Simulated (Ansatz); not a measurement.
# SnSe (SMILES [Se][Sn]) at BLYP/STO-3G

What is the vertical ionisation energy of SnSe at BLYP/STO-3G? 

Program for the calculation: Ansatz 0.2.0.

53 further runs of the same task are left out: 14 that didn't finish, 39 set aside as unsound or not needed.

## Step 1: The system as given

The species is SnSe (2 atoms), meant as a singlet with charge 0. SMILES: `[Se][Sn]`. The shape comes from GFN2-xTB, which is rough for such elements, and wasn't checked as a minimum.

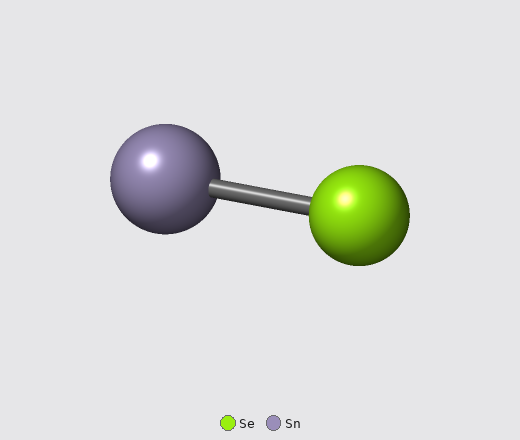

Viewed from a chosen angle; selenium green, tin purple.

## Step 2: A single-point energy at BLYP/STO-3G

molecule.yaml

```yaml
crystal:
  periodic: [false, false, false]
  atoms:
    - {symbol: Se, position_ang: [0.000000, 0.000000, 0.000000]}
    - {symbol: Sn, position_ang: [0.000000, 0.000000, 2.338340]}
basis:
  gaussian:
    orbitals: STO-3G
hamiltonian:
  xc: {name: BLYP}
accuracy: high
```

The run is started by

```console
$ ansatz run molecule.yaml --threads 1 --pin off --max-ram 2610MiB --events-out events.jsonl --progress --plain --runs-dir runs
```

The program printed:

```text
Warning: RAYON_NUM_THREADS=1 ignored (pool sized by the plan → 1); use --threads N
Functional definition: BLYP
  name "BLYP"
  parameter beta = 0.0042
  parameter a = 0.04918
  parameter b = 0.132
  parameter c = 0.2533
  parameter d = 0.349
  exchange = b88_x(beta = beta)
  correlation = lyp_c(a = a, b = b, c = c, d = d)
711 factors; integrals over basis functions are off by at most 1.0e-8 eV
mean field evaluation 1: about -226938.6751 eV, gradient 2.1e1 eV
mean field evaluation 2: about -226883.9741 eV, gradient 8.3e1 eV
mean field evaluation 4: about -226941.8014 eV, gradient 6.3e0 eV
mean field evaluation 8: about -226941.9944 eV, gradient 6.4e-2 eV
mean field evaluation 16: about -226941.9944 eV, gradient 1.4e-6 eV
mean field -226941.99444364 eV, -8339.9644689952 hartree, gradient 3.9e-8 eV, S^2 0.000000; 0 other end points of the search recorded, 0 dependent functions left out
reference -226941.99447989 eV, -8339.9644703272 hartree; 42, 42 occupied and 3, 3 virtual orbitals, 711 factors
Total energy: -226941.99447989 eV, -8339.9644703272 hartree
```

It took 2.1 s on 1 thread of Arm Neoverse V1, shared host; peak memory 0.1 GiB.

## Step 3: The doublet cation at the same level

job.yaml

```yaml
crystal:
  periodic: [false, false, false]
  atoms:
    - symbol: Se
      position_ang: [0.000000, 0.000000, 0.000000]
    - symbol: Sn
      position_ang: [0.000000, 0.000000, 2.338340]
basis:
  gaussian:
    orbitals: STO-3G
total_charge: 1
magnetization:
  spin_polarized: true
  initial_magnetization: 1
hamiltonian:
  xc: {name: BLYP}
accuracy: high
```

The run is started by

```console
$ ansatz run job.yaml --threads 1 --pin off --max-ram 2610MiB --events-out events.jsonl --progress --plain --runs-dir runs
```

The program printed:

```text
Warning: RAYON_NUM_THREADS=1 ignored (pool sized by the plan → 1); use --threads N
Functional definition: BLYP
  name "BLYP"
  parameter beta = 0.0042
  parameter a = 0.04918
  parameter b = 0.132
  parameter c = 0.2533
  parameter d = 0.349
  exchange = b88_x(beta = beta)
  correlation = lyp_c(a = a, b = b, c = c, d = d)
711 factors; integrals over basis functions are off by at most 1.0e-8 eV
mean field evaluation 1: about -226925.3225 eV, gradient 2.4e1 eV
mean field evaluation 2: about -226839.8945 eV, gradient 6.3e1 eV
mean field evaluation 4: about -226935.0931 eV, gradient 6.7e0 eV
mean field evaluation 8: about -226935.5445 eV, gradient 6.4e-2 eV
mean field evaluation 16: about -226935.5446 eV, gradient 7.2e-5 eV
mean field evaluation 32: about -226935.3038 eV, gradient 7.3e-1 eV
mean field -226935.54458212 eV, -8339.7274409560 hartree, gradient 4.4e-9 eV, S^2 0.754014; 4 other end points of the search recorded, 0 dependent functions left out
reference -226935.54461853 eV, -8339.7274422939 hartree; 42, 41 occupied and 3, 4 virtual orbitals, 711 factors
Total energy: -226935.54461853 eV, -8339.7274422939 hartree
```

Wall time 6.3 s (1 thread of Arm Neoverse V1, shared host); peak memory 0.14 GiB.

## Step 4: Summary of results

Level: BLYP/STO-3G.

```
                                          quantity           value
                        singlet SnSe: total energy  -8339.96447 Eh
                      doublet cation: total energy  -8339.72744 Eh
                              doublet cation: ⟨S²⟩           0.754
vertical ionisation energy (to the doublet cation)        6.450 eV
```

**Reading.** Removing an electron at fixed nuclei costs 6.45 eV (149 kcal/mol). In a minimal basis such a difference can be off by several eV, whatever the method. Relativity is left out (singlet SnSe) although the molecule holds a heavy atom. Relativity is left out (doublet cation) although the molecule holds a heavy atom.
